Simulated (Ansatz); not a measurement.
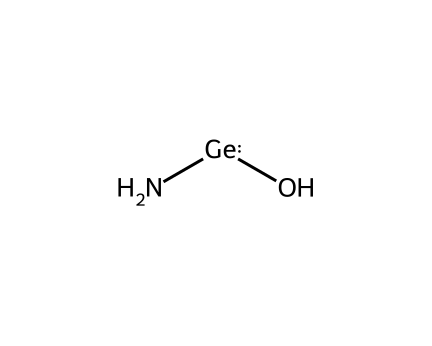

The drawing above gives the connectivity. Computed geometry: PBE-D4/def2-SVP optimisation. No frequency run is at hand to confirm it as a minimum.

What does the molecule look like in three dimensions?

It has 6 atoms: 1 germanium, 3 hydrogen, 1 nitrogen and 1 oxygen (GeH₃NO). Its SMILES string is `[NH2][Ge][OH]`. The point group is Cs. All atoms lie on one plane. Coordination: 1 N trigonal planar; 1 Ge bent; 1 O bent.

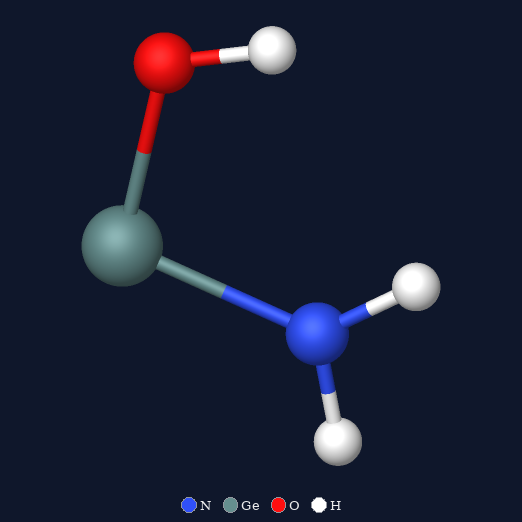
